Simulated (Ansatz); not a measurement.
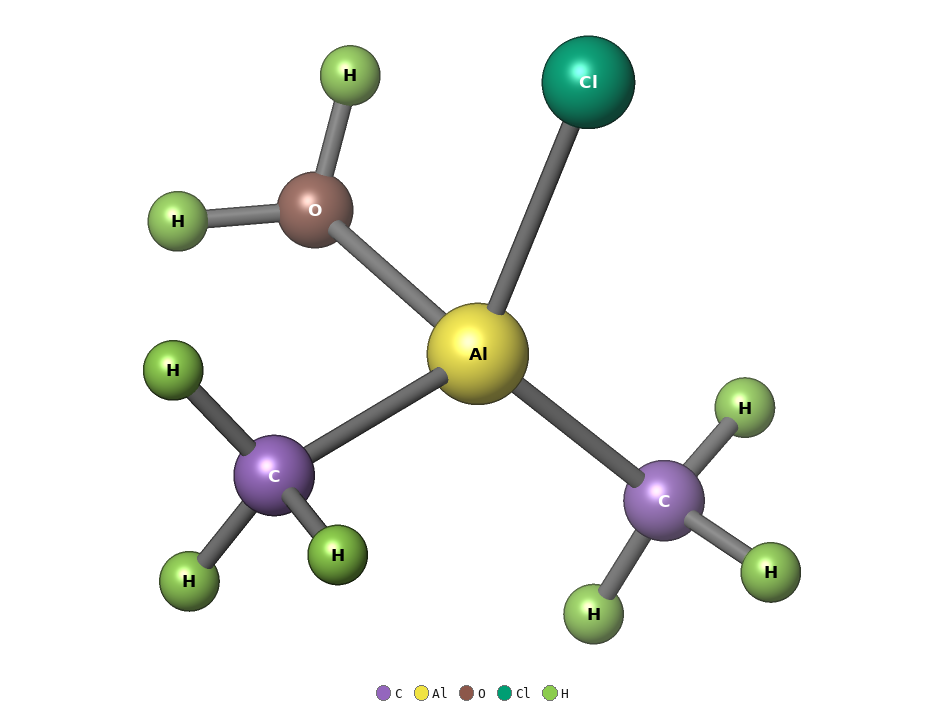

Ball-and-stick drawing of a structure.

The computed structure is the end point of a PBE0-D4/def2-TZVP optimisation.

What does the picture show?

Formula C₂H₈AlClO. SMILES: `[CH3][Al-]([CH3])([OH2+])[Cl]`. The point group is C1. Coordination, clear cases only: 2 C tetrahedral; 1 O trigonal pyramidal.

The parts below concern this one geometry. Atoms keep their numbers from picture to picture.

## Geometry

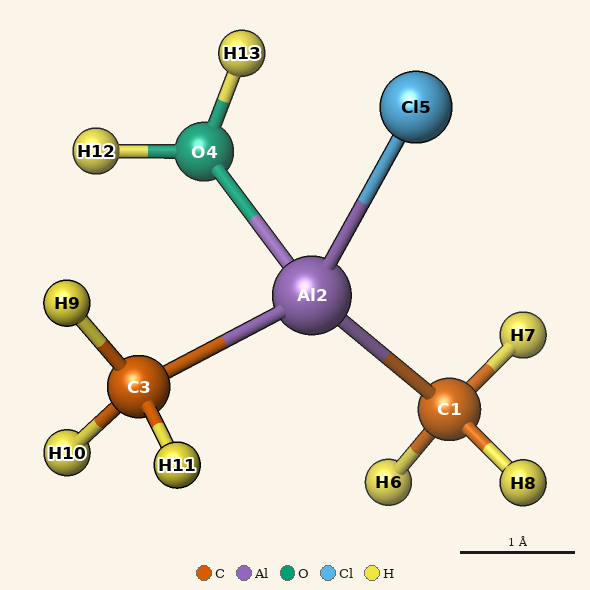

What are the angles Al2–C1–H6, Al2–C1–H7, Al2–C1–H8, C1–Al2–C3, C1–Al2–O4, C1–Al2–Cl5, C3–Al2–O4, C3–Al2–Cl5, O4–Al2–Cl5, Al2–C3–H9, Al2–C3–H10, Al2–C3–H11, Al2–O4–H12, Al2–O4–H13?

| angle | degrees |
| --- | --- |
| Al2–C1–H6 | 111.9 |
| Al2–C1–H7 | 111.9 |
| Al2–C1–H8 | 111.0 |
| C1–Al2–C3 | 123.3 |
| C1–Al2–O4 | 105.0 |
| C1–Al2–Cl5 | 114.5 |
| C3–Al2–O4 | 100.3 |
| C3–Al2–Cl5 | 114.8 |
| O4–Al2–Cl5 | 90.9 |
| Al2–C3–H9 | 113.0 |
| Al2–C3–H10 | 112.4 |
| Al2–C3–H11 | 110.4 |
| Al2–O4–H12 | 112.7 |
| Al2–O4–H13 | 103.4 |

## Dipole moment

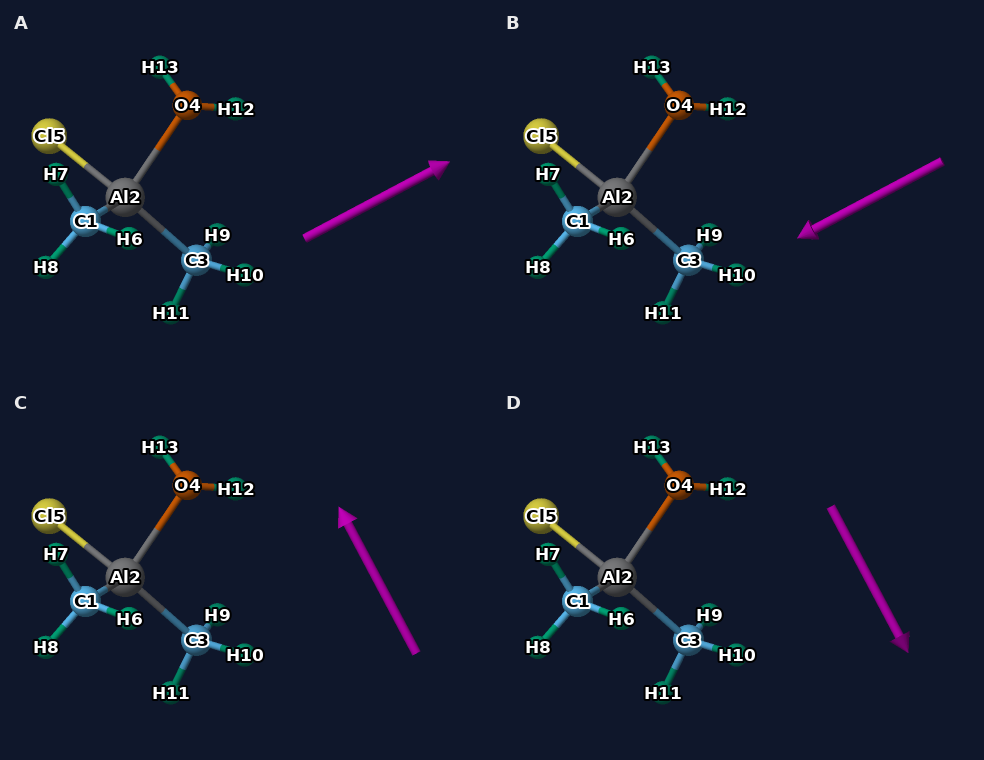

The same molecule four times, each with an arrow. Level of theory: RKS r2SCAN-D4/def2-TZVPP (Ansatz 0.2.0).

Which arrow points along the dipole moment, from the negative to the positive end?

A. The dipole moment is 4.14 D; it points from the side of H8 to the side of H12 (the outermost atoms at the two ends).

## Levels of theory compared

Program: Ansatz 0.2.0.

Compare HOMO energy (eV), HOMO–LUMO gap (eV) at these levels: B3LYP-D4/def2-TZVPP; PBE-D4/def2-TZVPP; PBE0-D4/def2-QZVPP; PBE0-D4/def2-SVP; SPW92 (LDA)/def2-TZVPP; r2SCAN-D4/def2-TZVPP; r2SCAN0-D4/def2-TZVPP; ωB97M-V/def2-SVP; ωB97M-V/def2-TZVPP.

```tsv
level	HOMO energy (eV)	HOMO–LUMO gap (eV)
B3LYP-D4/def2-TZVPP	−7.12	6.36
PBE-D4/def2-TZVPP	−6.06	4.81
PBE0-D4/def2-QZVPP	−7.37	6.69
PBE0-D4/def2-SVP	−7.23	7.37
SPW92 (LDA)/def2-TZVPP	−6.19	4.80
r2SCAN-D4/def2-TZVPP	−6.33	5.74
r2SCAN0-D4/def2-TZVPP	−7.53	7.58
ωB97M-V/def2-SVP	−9.44	11.21
ωB97M-V/def2-TZVPP	−9.57	10.67
```

## Vibrations

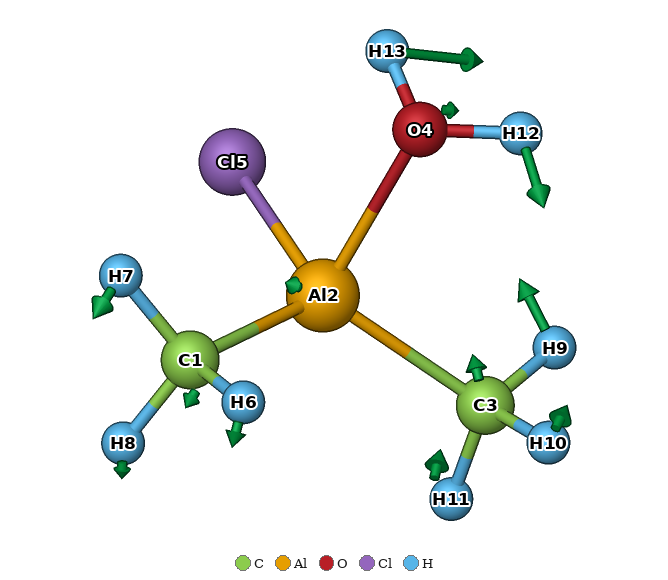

The arrows show one normal mode. Harmonic vibrations computed with RKS PBE0-D4/def2-TZVP (Ansatz 0.2.0) at a stationary point of the same level.

At what wavenumber does it lie?

170 cm⁻¹; it is mode 6 of 33 counted from the lowest.
